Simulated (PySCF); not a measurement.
**CH6OSn (Sn(OMe)H3): HF/ccECP-aug-cc-pVDZ (core potential)**

Aim: the vertical ionisation energy of CH6OSn (Sn(OMe)H3) at HF/ccECP-aug-cc-pVDZ (core potential), from 2 runs. The job is set up through a Python script.

Program for the calculation: PySCF 2.14.0.

## Step 1: The system as given

CH6OSn has 9 atoms, charge 0, and is taken as a singlet. As SMILES, `[H][Sn]([H])([H])[O]C`. Geometry: a GFN2-xTB relaxation, a rough one for these elements and not checked as a minimum.

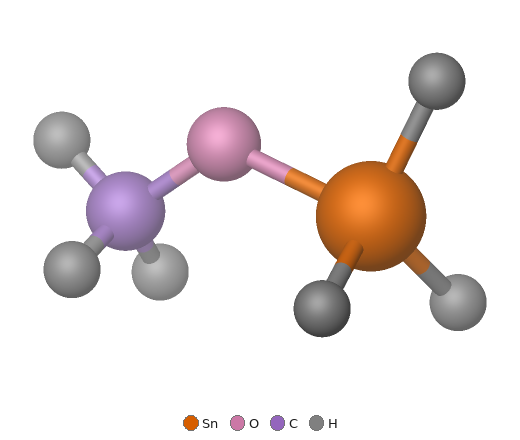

The structure, seen from a chosen angle (tin orange, oxygen pink, carbon purple, hydrogen grey).

## Step 2: The energy at HF/ccECP-aug-cc-pVDZ (core potential)

start.xyz

```xyz
9
CH6OSn
Sn    -0.368890     0.586220    -1.346660
O     -0.283060     0.457290     0.609050
C      0.341520    -0.542080     1.363310
H     -0.076510    -1.532100     1.165880
H      0.170730    -0.294040     2.410880
H      1.419060    -0.578360     1.184350
H      1.178950     0.645770    -1.983380
H     -1.206480     2.001750    -1.437580
H     -1.175310    -0.744450    -1.965840
```

run.py

```python
# Sn(OMe)H3
from pyscf import gto

mol = gto.M(
    atom='start.xyz',
    ecp={'Sn': 'ccecp', 'O': 'ccecp', 'C': 'ccecp', 'H': 'ccecp'},
    verbose=4,
    basis='ccecp-aug-cc-pvdz',
    charge=0,
    max_memory=1860,
)

mf = mol.RHF()
mf.conv_tol = 1e-10
mf.kernel()
if not mf.converged:
    mf = mf.newton().run(mf.mo_coeff, mf.mo_occ)

energy = mf.e_tot
print(f'total energy: {energy:.8f} hartree')
```

Started as:

```sh
$ OMP_NUM_THREADS=1 python run.py
```

What it wrote:

```text
PySCF version 2.14.0

[INPUT] num. atoms = 9
[INPUT] num. electrons = 20
[INPUT] charge = 0
[INPUT] spin (= nelec alpha-beta = 2S) = 0
[INPUT] symmetry False subgroup None
[INPUT] Mole.unit = angstrom
[INPUT] Symbol           X                Y                Z      unit          X                Y                Z       unit  Magmom
[INPUT]  1 Sn    -0.368890000000   0.586220000000  -1.346660000000 AA   -0.697101070091   1.107795248743  -2.544818582907 Bohr   0.0
[INPUT]  2 O     -0.283060000000   0.457290000000   0.609050000000 AA   -0.534905876819   0.864152859502   1.150937696166 Bohr   0.0
[INPUT]  3 C      0.341520000000  -0.542080000000   1.363310000000 AA    0.645379266061  -1.024382737604   2.576282522881 Bohr   0.0
[INPUT]  4 H     -0.076510000000  -1.532100000000   1.165880000000 AA   -0.144582945790  -2.895249395446   2.203193894108 Bohr   0.0
[INPUT]  5 H      0.170730000000  -0.294040000000   2.410880000000 AA    0.322632941247  -0.555655069667   4.555902919191 Bohr   0.0
[INPUT]  6 H      1.419060000000  -0.578360000000   1.184350000000 AA    2.681634754325  -1.092942001403   2.238097135629 Bohr   0.0
[INPUT]  7 H      1.178950000000   0.645770000000  -1.983380000000 AA    2.227892614556   1.220328439460  -3.748045000940 Bohr   0.0
[INPUT]  8 H     -1.206480000000   2.001750000000  -1.437580000000 AA   -2.279916774765   3.782759269848  -2.716632482152 Bohr   0.0
[INPUT]  9 H     -1.175310000000  -0.744450000000  -1.965840000000 AA   -2.221014011463  -1.406806613432  -3.714899204715 Bohr   0.0

nuclear repulsion = 42.0379574159521
number of shells = 54
number of NR pGTOs = 258
number of NR cGTOs = 120
basis = ccecp-aug-cc-pvdz
ecp = {'Sn': 'ccecp', 'O': 'ccecp', 'C': 'ccecp', 'H': 'ccecp'}

******** <class 'pyscf.scf.hf.RHF'> ********
method = RHF
initial guess = minao
damping factor = 0
level_shift factor = 0
DIIS = <class 'pyscf.scf.diis.CDIIS'>
diis_start_cycle = 1
diis_space = 8
diis_damp = 0
SCF conv_tol = 1e-10
SCF conv_tol_grad = None
SCF max_cycles = 50
direct_scf = True
direct_scf_tol = 1e-13
Set gradient conv threshold to 1e-05
Initial guess from minao.
init E= -27.3395064805799
  HOMO = -0.361441738948944  LUMO = -0.00128928147648044  gap/eV = 9.80025
cycle= 1 E= -27.9551621490036  delta_E= -0.616  |g|= 0.575  |ddm|= 6.49
  HOMO = -0.306407631479759  LUMO = 0.0212690771468396  gap/eV = 8.91654
cycle= 2 E= -28.0022022524088  delta_E= -0.047  |g|= 0.406  |ddm|= 2.57
  HOMO = -0.417457413046449  LUMO = 0.0233237951641225  gap/eV = 11.99427
cycle= 3 E= -28.0356963395625  delta_E= -0.0335  |g|= 0.0431  |ddm|= 0.836
  HOMO = -0.411991403447513  LUMO = 0.0243059222087971  gap/eV = 11.87225
cycle= 4 E= -28.0363970790365  delta_E= -0.000701  |g|= 0.00654  |ddm|= 0.517
  HOMO = -0.413173466910612  LUMO = 0.0242775308647296  gap/eV = 11.90365
cycle= 5 E= -28.036415075656  delta_E= -1.8e-05  |g|= 0.00176  |ddm|= 0.0306
  HOMO = -0.412987670404194  LUMO = 0.0242751794497895  gap/eV = 11.89853
cycle= 6 E= -28.036416642609  delta_E= -1.57e-06  |g|= 0.000528  |ddm|= 0.0153
  HOMO = -0.41313602398175  LUMO = 0.0242857992383549  gap/eV = 11.90285
cycle= 7 E= -28.0364168308798  delta_E= -1.88e-07  |g|= 0.000163  |ddm|= 0.00442
  HOMO = -0.413184895276121  LUMO = 0.0242881178831578  gap/eV = 11.90425
cycle= 8 E= -28.0364168539837  delta_E= -2.31e-08  |g|= 4.04e-05  |ddm|= 0.000878
  HOMO = -0.413188325354065  LUMO = 0.0242885438818552  gap/eV = 11.90435
cycle= 9 E= -28.0364168555807  delta_E= -1.6e-09  |g|= 8.13e-06  |ddm|= 0.000224
  HOMO = -0.413190481626586  LUMO = 0.0242886044899531  gap/eV = 11.90441
cycle= 10 E= -28.0364168556418  delta_E= -6.11e-11  |g|= 1.73e-06  |ddm|= 7.55e-05
  HOMO = -0.413190269749616  LUMO = 0.0242886220833478  gap/eV = 11.90441
Extra cycle  E= -28.0364168556437  delta_E= -1.95e-12  |g|= 8.14e-07  |ddm|= 1.02e-05
converged SCF energy = -28.0364168556437
total energy: -28.03641686 hartree
```

Run time: 9 s. Hardware: 1 thread of Arm Neoverse V1, shared host; peak memory 0.32 GiB.

## Step 3: The doublet cation, same level

run.py

```python
from pyscf import gto

mol = gto.M(
    atom=[
    ('Sn', (-0.368890, 0.586220, -1.346660)),
    ('O', (-0.283060, 0.457290, 0.609050)),
    ('C', (0.341520, -0.542080, 1.363310)),
    ('H', (-0.076510, -1.532100, 1.165880)),
    ('H', (0.170730, -0.294040, 2.410880)),
    ('H', (1.419060, -0.578360, 1.184350)),
    ('H', (1.178950, 0.645770, -1.983380)),
    ('H', (-1.206480, 2.001750, -1.437580)),
    ('H', (-1.175310, -0.744450, -1.965840)),
],
    ecp={'Sn': 'ccecp', 'O': 'ccecp', 'C': 'ccecp', 'H': 'ccecp'},
    charge=1,
    basis='ccecp-aug-cc-pvdz',
    verbose=3,
    spin=1,
    max_memory=1860,
)

myscf = mol.UHF()
myscf.conv_tol = 1e-10
myscf.kernel()
if not myscf.converged:
    myscf = myscf.newton().run(myscf.mo_coeff, myscf.mo_occ)

e_tot = myscf.e_tot
print('Final energy', e_tot)
```

Started as:

```sh
$ OMP_NUM_THREADS=1 python run.py
```

What it wrote:

```text
converged SCF energy = -27.72892526299  <S^2> = 0.7618274  2S+1 = 2.0117926
Final energy -27.728925262989996
```

Run time: 13 s. Hardware: 1 thread of Arm Neoverse V1, shared host; peak memory 0.32 GiB.

## Step 4: Results

Level: HF/ccECP-aug-cc-pVDZ (core potential).

| quantity | value |
| --- | --- |
| singlet CH6OSn: total energy | -28.03642 Eh |
| singlet CH6OSn: dipole moment | 1.73 D |
| singlet CH6OSn: HOMO energy | -11.24 eV |
| singlet CH6OSn: LUMO energy | 0.66 eV |
| singlet CH6OSn: HOMO–LUMO gap | 11.90 eV |
| doublet cation: total energy | -27.72893 Eh |
| doublet cation: HOMO energy (highest over α and β) | -17.63 eV |
| doublet cation: LUMO energy (lowest over α and β) | -5.80 eV |
| doublet cation: ⟨S²⟩ | 0.762 |
| vertical ionisation energy (to the doublet cation) | 8.367 eV |

What this shows: The vertical ionisation energy comes to 8.37 eV (807 kJ/mol). The negative HOMO energy of the first species, 11.24 eV, lies 2.88 eV above that difference. Mulliken charges (singlet CH6OSn) run from -1.08 on H4 to +3.71 on C3; in a basis this large or diffuse they mean little.
